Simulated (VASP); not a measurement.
Band structure of Cd$_{2}$SrP$_{2}$ (space group P-3m1). Computed with LDA (Ceperley-Alder, Perdew-Zunger) with spin-orbit coupling, VASP's LDA PAW potentials (set 64) (plane waves; VASP 6.6.1).

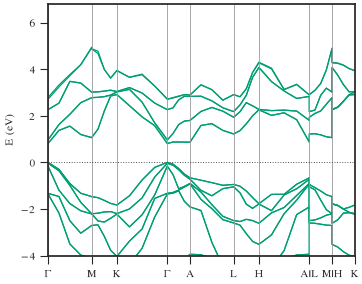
Bands along high-symmetry lines, zero at the valence-band maximum or, without a gap, the Fermi level

Problem. Read the plot: is there a gap, and where are the band edges?

Solution. The gap is direct, 0.81 eV, from the valence maximum at Γ to the conduction minimum at Γ.

The structure comes from a computed database's Cd2SrP2 entry (P-3m1); how it stands against other phases isn't given here. It was relaxed first, which changed the volume by -7 %.
